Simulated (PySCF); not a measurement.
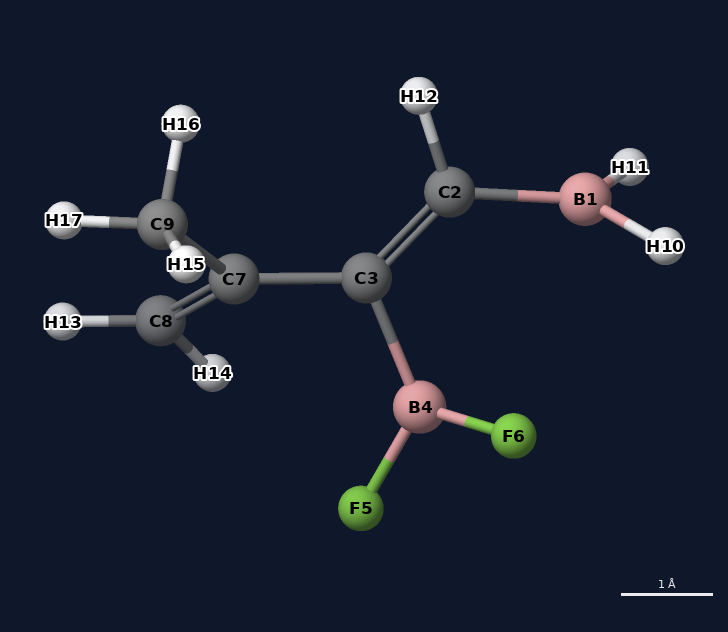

The atoms are numbered. Geometry: a frame of a GFN2-xTB molecular-dynamics simulation, not a minimum.

Give these bond angles: B1–C2–C3, B1–C2–H12, C2–B1–H11, C2–C3–C7, C3–B4–F6, C3–C7–C9, B4–C3–C7, F5–B4–F6, C7–C8–H14, C7–C9–H15, C7–C9–H16, C7–C9–H17.

| angle | degrees |
| --- | --- |
| B1–C2–C3 | 127.6 |
| B1–C2–H12 | 113.0 |
| C2–B1–H11 | 125.3 |
| C2–C3–C7 | 133.0 |
| C3–B4–F6 | 112.5 |
| C3–C7–C9 | 125.0 |
| B4–C3–C7 | 112.3 |
| F5–B4–F6 | 108.5 |
| C7–C8–H14 | 111.5 |
| C7–C9–H15 | 110.8 |
| C7–C9–H16 | 101.0 |
| C7–C9–H17 | 113.6 |
